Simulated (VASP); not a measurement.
Band structure of Bi$_{2}$Te$_{3}$ (space group R-3m). Computed with LDA (Ceperley-Alder, Perdew-Zunger), VASP's LDA PAW potentials (set 64) (plane waves; VASP).

Unless said otherwise, spin-orbit coupling is left out, though it shifts the bands of the heavy elements here.

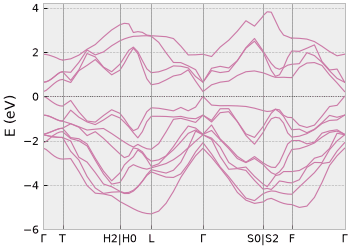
Bands along high-symmetry lines, zero at the valence-band maximum or, without a gap, the Fermi level

Question: Read the plot: is there a gap, and where are the band edges?

Answer: The gap is direct, 0.21 eV, from the valence maximum at Γ to the conduction minimum at Γ.

The structure is a typed Bi2Te3 crystal. The cell was not relaxed at this level. The k-mesh is coarse (spacing up to 0.56 per Å, 2π included), so the numbers may not be converged in it.
